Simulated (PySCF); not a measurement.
H$_{10}$Si$_{4}$, SMILES `[SiH3][SiH2][SiH2][SiH3]`.

PySCF calculation, ωB97X/def2-TZVP, gas phase; geometry: GFN2-xTB. No frequency check shows the geometry to be a minimum.

Input script:

```python
import numpy as np
from pyscf import gto, scf, dft
from pyscf.scf import atom_ks, atom_hf
from scipy.linalg import block_diag

def solve(mol, dm0=None, hcore=None):
    mf = (dft.UKS if mol.spin else dft.RKS)(mol, xc='wb97x')
    mf.grids.level = 3
    mf = mf.density_fit(auxbasis='def2-universal-jkfit')
    mf.conv_tol, mf.max_cycle = 1e-8, 80
    if hcore is not None:
        mf.get_hcore = lambda *args: hcore
    mf.kernel(dm0)
    if not mf.converged:
        mf = mf.newton().run(mf.mo_coeff, mf.mo_occ, max_cycle=30)
    assert mf.converged, 'SCF not converged'
    return mf

mol = gto.M(atom='''
Si     2.36061     0.88799    -0.18357
Si     1.08605    -0.94536     0.41830
Si    -1.08439    -0.94497    -0.41835
Si    -2.36194     0.88649     0.18392
H      2.49049     0.99891    -1.63905
H      1.73243     2.13189     0.27122
H      3.72361     0.89386     0.35138
H      1.79311    -2.18502     0.05595
H      1.01731    -1.02633     1.88829
H     -1.01593    -1.02483    -1.88840
H     -1.79000    -2.18618    -0.05838
H     -3.73792     0.86859    -0.31633
H     -2.45691     1.02195     1.64018
H     -1.76095     2.12919    -0.30906
''', basis='def2-tzvp', charge=0, spin=0, verbose=4)
mf = solve(mol)
out = dict(e0=mf.e_tot, dm0=mf.make_rdm1(), c=mf.mo_coeff, occ=mf.mo_occ, eps=mf.mo_energy)
for name, dq, spin in [('cation', 1, 1)]:
    ion = mol.copy().set(charge=mol.charge + dq, spin=spin).build()
    mi = solve(ion)
    if spin and dq > 0 and mol.nao < 130:
        c, _, stable, _ = mi.stability(return_status=True)
        if not stable:
            mi = solve(ion, mi.make_rdm1(c, mi.mo_occ))
    print(name, 'vertical energy change / eV', (mi.e_tot - mf.e_tot) * 27.211386)
    out.update({'e_' + name: mi.e_tot, 'dm_' + name: mi.make_rdm1(), 's2_' + name: mi.spin_square()[0], 'eps_' + name: mi.mo_energy, 'occ_' + name: mi.mo_occ})
# spherically averaged free atoms, for the promolecule
atm = atom_ks.get_atm_nrks(mol, xc='wb97x')
pro = block_diag(*[(atm[a[0]][2] * atm[a[0]][3]) @ atm[a[0]][2].T for a in mol._atom])
np.savez('result.npz', pro=pro, **out)
```

Launched as:

```sh
OMP_NUM_THREADS=1 python input.py
```

The run took 59 s on 1 thread of Intel(R) Xeon(R) 6975P-C (Granite Rapids), on a shared host, peak memory 1.1 GiB.

Partitions, critical points and surface values were worked out afterwards from this run's density.

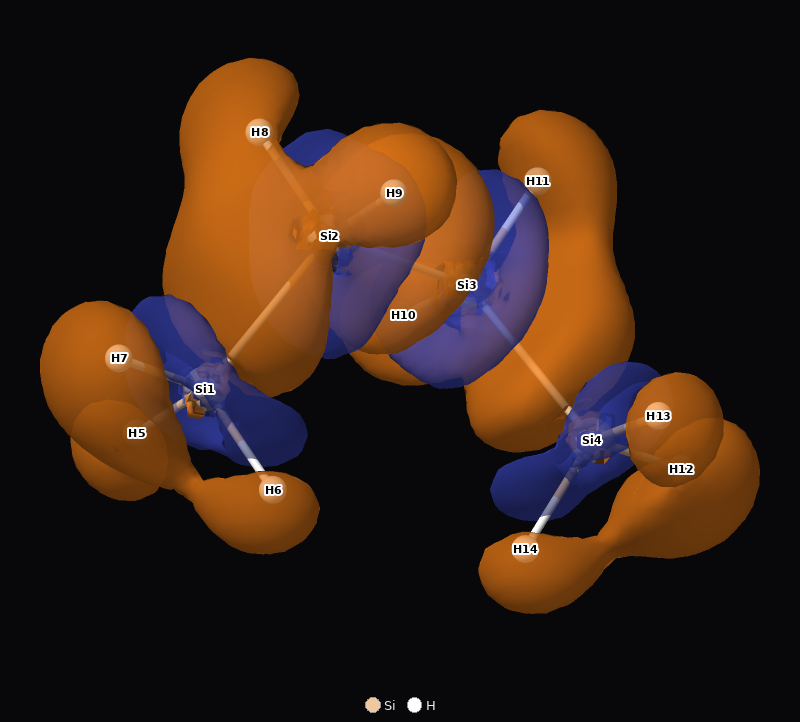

Fukui function f⁻ = ρ(N) − ρ(N−1) at fixed geometry, surfaces at ±0.01 e/Å³ (orange positive, blue negative).

Question: Which atoms respond most to the removal of an electron?

Answer: f⁻ (Hirshfeld-condensed) is largest on Si2 and Si3 (0.17 each) and Si1 and Si4 (0.10 each); the vertical ionisation energy is 10.08 eV (the stability of the cation's solution wasn't checked). Condensed values hint at sites of electrophilic attack but needn't mark the atom that reacts. Orbital relaxation makes it negative in places (0.27 e in all).
